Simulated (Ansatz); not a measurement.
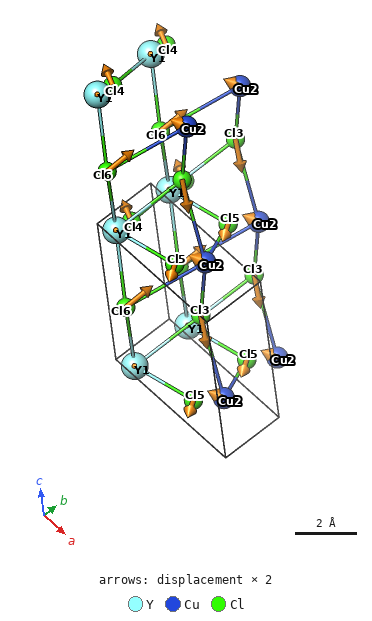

This is a relaxation of crystalline YCuCl4 (built on the WOF4-79 type type). The starting structure is drawn; orange arrows show the displacements (the part carried along by the change of the cell is left out), magnified 2 times.

The picture is a ball-and-stick view of the cell of the calculation, repeated 1 × 2 × 2 with one cell outlined, seen slightly off an axis.

Case: shaken.

Method: Ansatz, DFT, PBEsol, plane waves, PAW.

Input
```yaml
crystal:
  lattice:
    - [-3.10718929, 3.1220525124, 3.1647657909]
    - [3.0999981584, -3.1392166478, 3.1746754014]
    - [3.1641313365, 3.1961586943, -3.1818208224]
  atoms:
    - { symbol: "Y", position: [0.1125557107, 0.1206123401, -0.0029620243] }
    - { symbol: Cu, position: [0.6603879475, 0.6647395347, -0.0044320655] }
    - { symbol: Cl, position: [0.5346524933, 0.6697820122, 0.5120938662] }
    - { symbol: Cl, position: [0.0291737036, 0.5360626438, 0.8789909247] }
    - { symbol: Cl, position: [0.6548250744, 0.1508502764, 0.1296719438] }
    - { symbol: Cl, position: [0.1595347381, 0.0275800579, 0.4915365275] }
kpoints:
  mp_grid: { grid: [4, 4, 4] }
hamiltonian:
  xc: pbesol
scf:
  occupations: { method: fermi_dirac, width: 0.05 }
relax:
  f_tol: 0.01
  cell: {}
  max_steps: 120
```

Launched with:
```bash
ansatz run input.yaml --threads 2 --pin off --max-ram 2211MiB --backend cpu --events-out ev --progress --plain --runs-dir out
```

Q: Atoms of which element are displaced furthest, and by how much?

A: Chlorine: up to 0.61 Å, against 0.35 Å for copper.

Q: Describe the change and its energy.

A: Over 9 accepted moves (12 points after the start) the energy falls by 167 meV per atom. Largest force component: 0.19 eV/Å at the start, 0.00098 eV/Å at the end. The pressure goes from −1.79 to 0.02 GPa. The line search rejected the trial steps at points 1, 8 of the run. The SCF was repeated once at an unchanged geometry on a basis and grid sized afresh for the cell, which shifted the energy by 0.2 meV per atom at most. The largest move relative to the cell is that of Cl3, 0.61 Å roughly along [1 0 −3]. By element the largest moves are Cl 0.61 Å, Cu 0.35 Å, Y 0.06 Å. Cell: a 5.424 → 5.569 Å (+2.7 %), b 5.435 → 5.563 Å (+2.3 %), c 5.509 → 5.571 Å (+1.1 %), α 110.2° → 113.6°, β 109.4° → 104.1°, γ 108.6° → 110.9°. Volume +5.1 %. Some distances before and after: Cu2–Cl3 3.132 → 2.279 Å, Cu2–Cl3 (another image) 2.533 → 3.352 Å, Cu2–Cl6 3.074 → 2.277 Å, Cu2–Cl6 (another image) 2.580 → 3.344 Å. Bonds break: Cu2–Cl3 (2.53 → 3.35 Å). Bond angles that change, for instance: Cl4–Cu2–Cl5 127.2° → 109.1°, Y1–Cl4–Cu2 64.2° → 80.1°, Y1–Cl5–Cu2 64.6° → 80.1°. Within 0.06 Å the space group is P1 at the start and I222 at the end; at a tighter tolerance small leftover displacements or strains of the cell lower it. Cost: 110 s on 2 threads of Arm Neoverse V1, on a shared host, peak memory 0.46 GiB.
